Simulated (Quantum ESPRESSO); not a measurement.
# TePb (Fm-3m): modes at Γ and the response to a field, part 2 of 4

Aim: the zone-centre modes of TePb (Fm-3m).

Quantum ESPRESSO 7.5; DFT LDA, scalar-relativistic, plane waves, JTH PAW pseudopotentials.

So far. Step 2 (A first look): A gap of 0.63 eV opens on this mesh, so the crystal is taken as an insulator; the start stands at -1.9 GPa. Step 4 (Ground state): The cell stands at -0.16 GPa, close enough for phonons.

## 5. Zone-centre response

At q = 0 one unit cell holds all displacements; symmetry groups them into irreducible representations that are solved one by one. The response to a field gives ε∞ and the Born charges, which polar modes need.

File ph.in:

```
phonons
&inputph
   prefix = 'x'
   outdir = './tmp'
   fildyn = 'g.dyn'
   tr2_ph = 1.0d-18
   epsil = .true.
/
0.000000000000 0.000000000000 0.000000000000
```

Command:

```console
> OMP_NUM_THREADS=1 mpirun -n 4 ph.x -nk 4 -in ph.in > ph.out
```

The program printed:

```text
[banners, grids, parts of the stress and lines that vanish by symmetry left out]
[banner, memory and clock lines left out]
Program PHONON v.7.5

     ./tmp/x.save/

     file Te.upf: wavefunction(s)  0S 0P renormalized
     file Pb.upf: wavefunction(s)  0S 6P 0P 5D 0D renormalized

     IMPORTANT: XC functional enforced from input :
     Exchange-correlation= PW
                           (   1   4   0   0   0   0   0)
     Any further DFT definition will be discarded
     Please, verify this is what you really want

     G-vector sticks info

     negative rho (up, down):  6.178E-03 0.000E+00
     Reading collected, re-writing distributed wavefunctions in ./tmp/

     Number and degeneracy of irreps per q-point
       N         xq(1)         xq(2)         xq(3)   N irreps
       1   0.000000000   0.000000000   0.000000000       2
        3   3

     Calculation of q =    0.0000000   0.0000000   0.0000000

     phonons

     bravais-lattice index     =            0
     lattice parameter (alat)  =       8.5238  a.u.
     unit-cell volume          =     437.9072 (a.u.)^3
     number of atoms/cell      =            2
     number of atomic types    =            2
     kinetic-energy cut-off    =      50.0000  Ry
     charge density cut-off    =     400.0000  Ry
     convergence threshold     =      1.0E-18
     beta                      =       0.7000
     number of iterations used =            4
     Exchange-correlation= PW
                           (   1   4   0   0   0   0   0)

     celldm(1)=    8.52378  celldm(2)=    0.00000  celldm(3)=    0.00000
     celldm(4)=    0.00000  celldm(5)=    0.00000  celldm(6)=    0.00000

     crystal axes: (cart. coord. in units of alat)
               a(1) = ( -0.7071  0.0000  0.7071 )
               a(2) = (  0.0000  0.7071  0.7071 )
               a(3) = ( -0.7071  0.7071  0.0000 )

     reciprocal axes: (cart. coord. in units 2 pi/alat)
               b(1) = ( -0.7071 -0.7071  0.7071 )
               b(2) = (  0.7071  0.7071  0.7071 )
               b(3) = ( -0.7071  0.7071 -0.7071 )

     Atoms inside the unit cell:

     Cartesian axes

     site n.  atom      mass           positions (alat units)
        1  Te    127.6000   tau(    1) = (   -0.70711    0.70711    0.70711  )
        2  Pb    207.2000   tau(    2) = (    0.00000    0.00000    0.00000  )

     Computing dynamical matrix for
                    q = (   0.0000000   0.0000000   0.0000000 )

     49 Sym.Ops. (with q -> -q+G )

     G cutoff =  736.1477  (  58887 G-vectors)     FFT grid: ( 60, 60, 60)
     G cutoff =  368.0739  (  20875 G-vectors)  smooth grid: ( 40, 40, 40)
     number of k points=    29
                       cart. coord. in units 2pi/alat
        k(    1) = (   0.0000000   0.0000000   0.0000000), wk =   0.0039062
        k(    2) = (  -0.0883883   0.0883883  -0.0883883), wk =   0.0312500
        k(    3) = (  -0.1767767   0.1767767  -0.1767767), wk =   0.0312500
        [... further k-points left out ...]

     PseudoPot. # 1 for Te read from file:
     ./pseudo/Te.upf
     Pseudo is Projector augmented-wave + core cor, Zval =  6.0
     Shape of augmentation charge: SINC**2
     Using radial grid of 1093 points,  4 beta functions with:
                l(1) =   0
                l(2) =   0
                l(3) =   1
                l(4) =   1
     Q(r) pseudized with 0 coefficients

     PseudoPot. # 2 for Pb read from file:
     ./pseudo/Pb.upf
     Pseudo is Projector augmented-wave + core cor, Zval = 14.0
     Shape of augmentation charge: BESSEL
     Using radial grid of 1130 points,  6 beta functions with:
                l(1) =   0
                l(2) =   0
                l(3) =   1
                l(4) =   1
                l(5) =   2
                l(6) =   2
     Q(r) pseudized with 0 coefficients

     Mode symmetry, O_h (m-3m)  point group:

     Electric field:
     Dielectric constant
     Born effective charges as d Force / d E

     Atomic displacements:
     There are    2 irreducible representations

     Representation     1      3 modes -  To be done

     Representation     2      3 modes -  To be done

     Alpha used in Ewald sum =   2.8000

     negative rho (up, down):  6.178E-03 0.000E+00

     Electric Fields Calculation

      iter #   1   av.it.:   8.9
      thresh= 1.000E-02 alpha_mix =  0.700 |ddv_scf|^2 =  1.207E-07

      iter #   2   av.it.:  17.1
      thresh= 3.475E-05 alpha_mix =  0.700 |ddv_scf|^2 =  3.613E-09

      iter #   3   av.it.:  17.0
      thresh= 6.011E-06 alpha_mix =  0.700 |ddv_scf|^2 =  8.813E-11

      iter #   4   av.it.:  17.1
      thresh= 9.388E-07 alpha_mix =  0.700 |ddv_scf|^2 =  2.582E-12

      iter #   5   av.it.:  17.0
      thresh= 1.607E-07 alpha_mix =  0.700 |ddv_scf|^2 =  1.346E-13

      iter #   6   av.it.:  16.7
      thresh= 3.669E-08 alpha_mix =  0.700 |ddv_scf|^2 =  1.188E-16

      iter #   7   av.it.:  16.9
      thresh= 1.090E-09 alpha_mix =  0.700 |ddv_scf|^2 =  8.258E-18

      iter #   8   av.it.:  17.1
      thresh= 2.874E-10 alpha_mix =  0.700 |ddv_scf|^2 =  1.240E-20

     End of electric fields calculation

          Dielectric constant in cartesian axis

          (      35.813423710       0.000000000       0.000000000 )
          (       0.000000000      35.813423710      -0.000000000 )
          (       0.000000000      -0.000000000      35.813423710 )

          Effective charges (d Force / dE) in cartesian axis without acoustic sum rule applied (asr)

           atom    1  Te    Mean Z*:       -5.98845
      Ex  (       -5.98845        0.00000       -0.00000 )
      Ey  (        0.00000       -5.98845        0.00000 )
      Ez  (       -0.00000        0.00000       -5.98845 )
           atom    2  Pb    Mean Z*:        5.89088
      Ex  (        5.89088        0.00000        0.00000 )
      Ey  (        0.00000        5.89088       -0.00000 )
      Ez  (        0.00000       -0.00000        5.89088 )

          Effective charges Sum: Mean:       -0.09757
             -0.09757        0.00000       -0.00000
              0.00000       -0.09757       -0.00000
              0.00000       -0.00000       -0.09757

          Effective charges (d Force / dE) in cartesian axis with asr applied:
           atom    1  Te    Mean Z*:       -5.93967
      E*x (       -5.93967        0.00000       -0.00000 )
      E*y (        0.00000       -5.93967        0.00000 )
      E*z (       -0.00000        0.00000       -5.93967 )
           atom    2  Pb    Mean Z*:        5.93967
      E*x (        5.93967       -0.00000        0.00000 )
      E*y (       -0.00000        5.93967       -0.00000 )
      E*z (        0.00000       -0.00000        5.93967 )

     Representation #   1 modes #   1   2   3

     Self-consistent Calculation

      iter #   1   av.it.:  10.4
      thresh= 1.000E-02 alpha_mix =  0.700 |ddv_scf|^2 =  6.355E-07

      iter #   2   av.it.:  17.8
      thresh= 7.972E-05 alpha_mix =  0.700 |ddv_scf|^2 =  9.231E-08

      iter #   3   av.it.:  17.4
      thresh= 3.038E-05 alpha_mix =  0.700 |ddv_scf|^2 =  4.037E-10

      iter #   4   av.it.:  16.9
      thresh= 2.009E-06 alpha_mix =  0.700 |ddv_scf|^2 =  1.753E-11

      iter #   5   av.it.:  17.2
      thresh= 4.187E-07 alpha_mix =  0.700 |ddv_scf|^2 =  7.541E-14

      iter #   6   av.it.:  17.7
      thresh= 2.746E-08 alpha_mix =  0.700 |ddv_scf|^2 =  3.332E-16

      iter #   7   av.it.:  16.4
      thresh= 1.825E-09 alpha_mix =  0.700 |ddv_scf|^2 =  2.002E-17

      iter #   8   av.it.:  16.9
      thresh= 4.474E-10 alpha_mix =  0.700 |ddv_scf|^2 =  5.195E-21

     End of self-consistent calculation

     Convergence has been achieved

     Representation #   2 modes #   4   5   6

     Self-consistent Calculation

      iter #   1   av.it.:   6.1
      thresh= 1.000E-02 alpha_mix =  0.700 |ddv_scf|^2 =  1.262E-08

      iter #   2   av.it.:  17.1
      thresh= 1.123E-05 alpha_mix =  0.700 |ddv_scf|^2 =  1.540E-09

      iter #   3   av.it.:  17.3
      thresh= 3.924E-06 alpha_mix =  0.700 |ddv_scf|^2 =  1.978E-11

      iter #   4   av.it.:  17.5
      thresh= 4.447E-07 alpha_mix =  0.700 |ddv_scf|^2 =  2.672E-13

      iter #   5   av.it.:  17.5
      thresh= 5.169E-08 alpha_mix =  0.700 |ddv_scf|^2 =  5.477E-15

      iter #   6   av.it.:  17.5
      thresh= 7.401E-09 alpha_mix =  0.700 |ddv_scf|^2 =  2.000E-17

      iter #   7   av.it.:  17.3
      thresh= 4.472E-10 alpha_mix =  0.700 |ddv_scf|^2 =  7.754E-19

     End of self-consistent calculation

     Convergence has been achieved

     Number of q in the star =    1
     List of q in the star:
          1   0.000000000   0.000000000   0.000000000

          Dielectric constant in cartesian axis

          (      35.813423710       0.000000000       0.000000000 )
          (       0.000000000      35.813423710      -0.000000000 )
          (       0.000000000      -0.000000000      35.813423710 )

          Effective charges (d Force / dE) in cartesian axis without acoustic sum rule applied (asr)

           atom    1  Te    Mean Z*:       -5.98845
      Ex  (       -5.98845        0.00000       -0.00000 )
      Ey  (        0.00000       -5.98845        0.00000 )
      Ez  (       -0.00000        0.00000       -5.98845 )
           atom    2  Pb    Mean Z*:        5.89088
      Ex  (        5.89088        0.00000        0.00000 )
      Ey  (        0.00000        5.89088       -0.00000 )
      Ez  (        0.00000       -0.00000        5.89088 )

          Effective charges Sum: Mean:       -0.09757
             -0.09757        0.00000       -0.00000
              0.00000       -0.09757       -0.00000
              0.00000       -0.00000       -0.09757

          Effective charges (d Force / dE) in cartesian axis with asr applied:
           atom    1  Te    Mean Z*:       -5.93967
      E*x (       -5.93967        0.00000       -0.00000 )
      E*y (        0.00000       -5.93967        0.00000 )
      E*z (       -0.00000        0.00000       -5.93967 )
           atom    2  Pb    Mean Z*:        5.93967
      E*x (        5.93967       -0.00000        0.00000 )
      E*y (       -0.00000        5.93967       -0.00000 )
      E*z (        0.00000       -0.00000        5.93967 )

     Diagonalizing the dynamical matrix

     q = (    0.000000000   0.000000000   0.000000000 )

 **************************************************************************
     freq (    1) =      -0.017995 [THz] =      -0.600253 [cm-1]
     freq (    2) =      -0.017995 [THz] =      -0.600253 [cm-1]
     freq (    3) =      -0.017995 [THz] =      -0.600253 [cm-1]
     freq (    4) =       1.251011 [THz] =      41.729227 [cm-1]
     freq (    5) =       1.251011 [THz] =      41.729227 [cm-1]
     freq (    6) =       1.251011 [THz] =      41.729227 [cm-1]
 **************************************************************************

     Mode symmetry, O_h (m-3m)  point group:

     freq (   1-   3) =         -0.6  [cm-1]   --> T_1u G_15  G_4- I
     freq (   4-   6) =         41.7  [cm-1]   --> T_1u G_15  G_4- I
```

Elapsed: 2.9 min, on 4 MPI ranks of Arm Neoverse V1, shared host; 12 min of CPU time.

This step gave:

```yaml
miss_of_the_charge_sum_rule: 0.09757 e
largest_acoustic_frequency_at_the_zone_centre_before_the_sum_rule: -0.6 cm⁻¹
highest_optical_zone_centre_mode_no_lo_to_term: 41.73 cm⁻¹
lowest_optical_zone_centre_mode: 41.73 cm⁻¹
mean_high_frequency_dielectric_constant: 35.81
largest_born_charge_in_size_third_of_the_trace: 5.988 e
```

Born charge (rows field, columns displacement), before the sum rule (e), principal values of the symmetric part by kind of site:

| atom | atoms with these values | low | middle | high | mean |
| --- | --- | --- | --- | --- | --- |
| Te1 | 1 | -5.99 | -5.99 | -5.99 | -5.99 |
| Pb2 | 1 | 5.89 | 5.89 | 5.89 | 5.89 |

In full for Te1:

```
-5.99  0.00  0.00
 0.00 -5.99  0.00
 0.00  0.00 -5.99
```

High-frequency dielectric tensor:

```
35.81  0.00  0.00
 0.00 35.81  0.00
 0.00  0.00 35.81
```

The acoustic modes at Γ come out as far as 0.6 cm⁻¹ from zero, where they should vanish, a small numerical error; the Born charges miss their sum rule by 0.098 e, too much: mesh or cutoff is short for the field response.

## 6. Modes with the sum rule

A rigid shift of the crystal must cost nothing, but grids and finite bases break this; the acoustic sum rule is imposed before the matrix is diagonalised again. With Born charges the intensities follow, and the static dielectric tensor.

File dynmat.in:

```
&input
   fildyn = 'g.dyn'
   asr = 'simple'
   fileig = 'dynmat.eig'
   lperm = .true.
/
```

Command:

```console
> dynmat.x -in dynmat.in > dynmat.out
```

The program printed:

```text
[banner, memory and clock lines left out]
Program DYNMAT v.7.5

     Reading Dynamical Matrix from file g.dyn
     ...Force constants read
     ...epsilon and Z* read
     A direction for q was not specified:TO-LO splitting will be absent

     Polarizability (A^3 units)
     multiply by 0.079337 for Clausius-Mossotti correction
       179.772131    0.000000    0.000000
         0.000000  179.772131   -0.000000
         0.000000   -0.000000  179.772131

     IR activities are in (D/A)^2/amu units

# mode   [cm-1]    [THz]      IR
    1      0.00    0.0000    0.0000
    2      0.00    0.0000    0.0000
    3      0.00    0.0000    0.0000
    4     41.74    1.2512   10.3071
    5     41.74    1.2512   10.3071
    6     41.74    1.2512   10.3071

Electronic dielectric permittivity tensor (relative, adimensional)
        35.813424    0.000000    0.000000
         0.000000   35.813424   -0.000000
         0.000000   -0.000000   35.813424

 ... with zone-center polar mode contributions
       230.303397    0.000000    0.000000
         0.000000  230.303397   -0.000000
         0.000000   -0.000000  230.303397
```

Elapsed: 0.45 s, on 1 thread.

This step gave:

```
highest optical zone-centre mode (no LO-TO term) : 41.74 cm⁻¹
lowest optical zone-centre mode                  : 41.74 cm⁻¹
mean static dielectric constant                  : 230.3
```

Unit eigenvectors of the mass-weighted matrix after the sum rule; no LO-TO term. Modes at Γ, with each element's share of the kinetic energy:

| mode | frequency (cm⁻¹) | symmetry | Te % | Pb % |
| --- | --- | --- | --- | --- |
| 1 | 0.0 | acoustic | 38 | 62 |
| 2 | 0.0 | acoustic | 38 | 62 |
| 3 | 0.0 | acoustic | 38 | 62 |
| 4 | 41.7 | T1u | 62 | 38 |
| 5 | 41.7 | T1u | 62 | 38 |
| 6 | 41.7 | T1u | 62 | 38 |

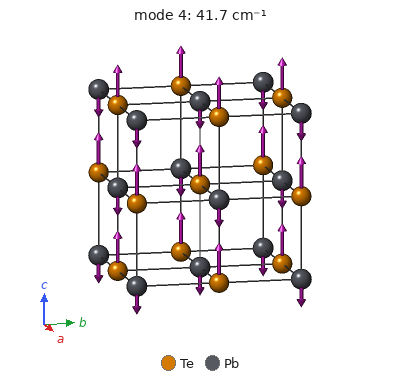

Displacement patterns of mode 4 at Γ; arrows are exaggerated. Some periodic images of atoms are drawn too.

Degenerate modes summed, no LO-TO term. Lines of the infrared spectrum (strongest = 100):

| position (cm⁻¹) | lines merged | label | IR intensity, relative |
| --- | --- | --- | --- |
| 42 | 3 | T1u | 100 |

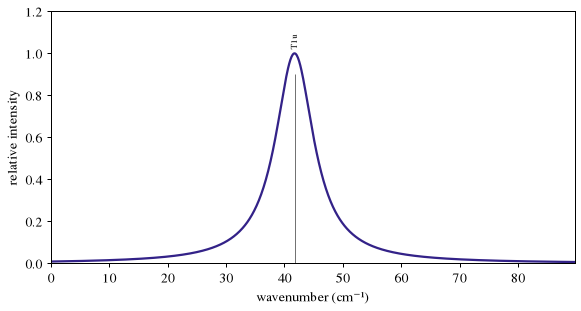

The infrared spectrum, broadened with Lorentzians of width 8 cm⁻¹; bars mark the lines.

Static dielectric tensor (ions relaxed, fixed cell):

```
230.3   0.0   0.0
  0.0 230.3   0.0
  0.0   0.0 230.3
```

The rule moves no optical mode by more than 0.1 cm⁻¹.

## 7. The LO-TO splitting (1 0 0)

A longitudinal polar mode sets up a macroscopic field that stiffens it; the term hangs on the direction from which q goes to zero.

File dynmat.in:

```
&input
   fildyn = 'g.dyn'
   asr = 'simple'
   fileig = 'dynmat.eig'
   q(1) = 1.0
   q(2) = 0.0
   q(3) = 0.0
/
```

Command:

```console
> dynmat.x -in dynmat.in > dynmat.out
```

The program printed:

```text
[banner, memory and clock lines left out]
Program DYNMAT v.7.5

     Reading Dynamical Matrix from file g.dyn
     ...Force constants read
     ...epsilon and Z* read

     Polarizability (A^3 units)
     multiply by 0.079337 for Clausius-Mossotti correction
       179.772131    0.000000    0.000000
         0.000000  179.772131   -0.000000
         0.000000   -0.000000  179.772131

     IR activities are in (D/A)^2/amu units

# mode   [cm-1]    [THz]      IR
    1     -0.00   -0.0000    0.0000
    2      0.00    0.0000    0.0000
    3      0.00    0.0000    0.0000
    4     41.74    1.2512   10.3071
    5     41.74    1.2512   10.3071
    6    105.84    3.1729   10.3071
```

Wall time 0.45 s (1 thread).

Read from the output:

| Quantity | Value |
| --- | --- |
| highest mode moved by the LO-TO term | 105.8 cm⁻¹ |

Zone-centre frequencies as printed; negative means imaginary. Modes:

| mode | frequency (cm⁻¹) |
| --- | --- |
| 1 | 0 |
| 2 | 0 |
| 3 | 0 |
| 4 | 41.74 |
| 5 | 41.74 |
| 6 | 105.8 |

The field moves one mode, from 42 to 106 cm⁻¹; the others stay.

## 8. Self-consistent run for the response, volume × 0.94

Bonds stiffen under compression, so frequencies follow the volume; the atoms are not relaxed anew.

File scf.in:

```
&control
   calculation = 'scf'
   prefix = 'x'
   outdir = './tmp'
   pseudo_dir = './pseudo'
   tprnfor = .true.
   tstress = .true.
/
&system
   ibrav = 0
   nat = 2
   ntyp = 2
   ecutwfc = 50.0
   ecutrho = 400.0
   occupations = 'fixed'
   nbnd = 12
/
&electrons
   conv_thr = 1.0d-12
   mixing_beta = 0.7
   electron_maxstep = 100
/
ATOMIC_SPECIES
 Te    127.6000  Te.upf
 Pb    207.2000  Pb.upf
CELL_PARAMETERS angstrom
    -3.124360347    0.000000000    3.124360347
     0.000000000    3.124360347    3.124360347
    -3.124360347    3.124360347    0.000000000
ATOMIC_POSITIONS crystal
 Te     0.500000000   0.500000000   0.500000000
 Pb     0.000000000   0.000000000   0.000000000
K_POINTS automatic
 8 8 8 0 0 0
```

Command:

```console
> OMP_NUM_THREADS=1 mpirun -n 4 pw.x -nk 4 -in scf.in > scf.out
```

The program printed:

```text
[banners, grids, parts of the stress and lines that vanish by symmetry left out]
[banner, memory and clock lines left out]
Program PWSCF v.7.5

[...]
kinetic-energy cutoff     =      50.0000  Ry
     charge density cutoff     =     400.0000  Ry
     scf convergence threshold =      1.0E-12
[...]
Exchange-correlation= SLA PW NOGX NOGC
                           (   1   4   0   0   0   0   0)
[...]
48 Sym. Ops., with inversion, found
[...]
number of k points=    29
[...]
End of self-consistent calculation
[...]
highest occupied, lowest unoccupied level (ev):     8.3199    8.7040
!    total energy              =   -1199.55240936 Ry
[...]
convergence has been achieved in  16 iterations
[...]
atom    1 type  1   force =    -0.00000000   -0.00000000    0.00000000
     atom    2 type  2   force =     0.00000000    0.00000000   -0.00000000
     Total force =     0.000000     Total SCF correction =     0.000000
[...]
total   stress  (Ry/bohr**3)                   (kbar)     P=       33.20
[...]
XML data file, charge density, pseudopotentials, collected wavefunctions
```

It took 13 s on 4 MPI ranks; 51 s of CPU time.

Numbers from this step:

| Quantity | Value |
| --- | --- |
| volume per atom | 30.50 Å³ |
| pressure | 3.320 GPa |
| gap on the k-mesh | 0.3841 eV |

(Continued in part 3 of 4.)

[Host names and launcher messages were left out of these logs when they were recorded.]

[Logs are printed without paths, hosts, clocks, repeated set-up lines and the standing remarks that a program may print on its own settings, such as how far it seeks lower states.]

[Hosts, paths, dates, database ids (printed as entryN), source tags and the programs' standing remarks are cut or masked in the printed files.]
